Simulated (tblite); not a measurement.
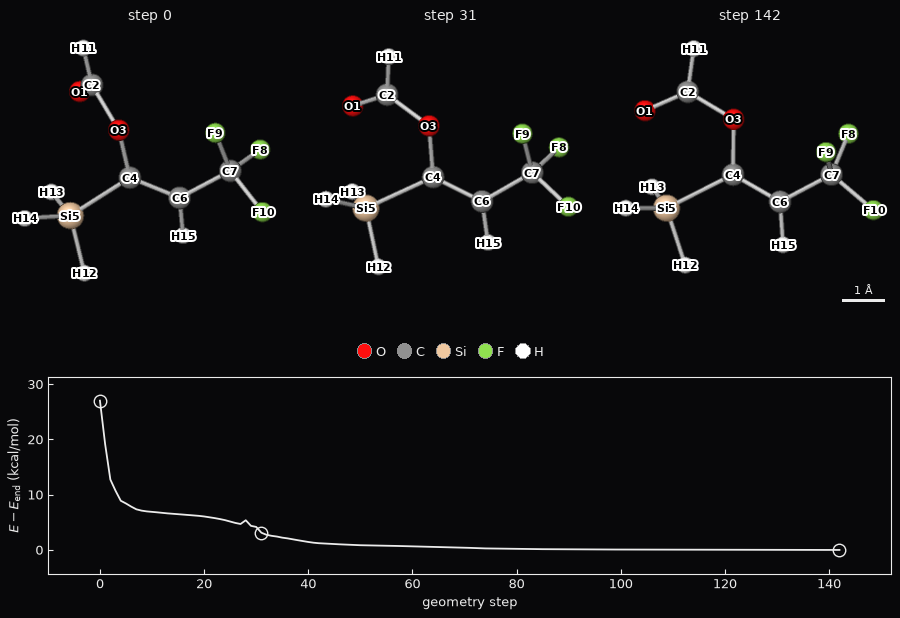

Frames of a relaxation of C₄H₅F₃O₂Si, marked on the history of the run. Style: ball-and-stick. Shown at a tilt.

The calculation used tblite, GFN2-xTB geometry optimisation, gas phase. 

**What happens along the run?**

After 142 geometry steps the energy has fallen by 27.0 kcal/mol. The atom that moves furthest after the best rigid fit is O1 (1.18 Å). By element the largest moves are O 1.18 Å, F 0.66 Å, H 0.52 Å, C 0.25 Å, Si 0.24 Å. Some distances before and after: O1–Si5 3.059 → 2.461 Å, C2–O3 1.417 → 1.312 Å, C4–Si5 1.852 → 1.915 Å, O1–C2 1.257 → 1.200 Å. Among the angles between lasting bonds that change: C4–Si5–H12 111.8° → 100.3°, O3–C2–H11 121.2° → 110.2°, O1–C2–O3 115.0° → 125.7°. Groups turn about O3–C4 by about 60°, C6–C7 by about 45°. Cost: 5.6 s on 1 thread of Intel(R) Xeon(R) Processor @ 2.50GHz, on a shared host. From step 0 to 31: O1 moves most (0.83 Å), energy −23.9 kcal/mol. From step 31 to 142: F9 moves most (0.58 Å), energy −3.12 kcal/mol.
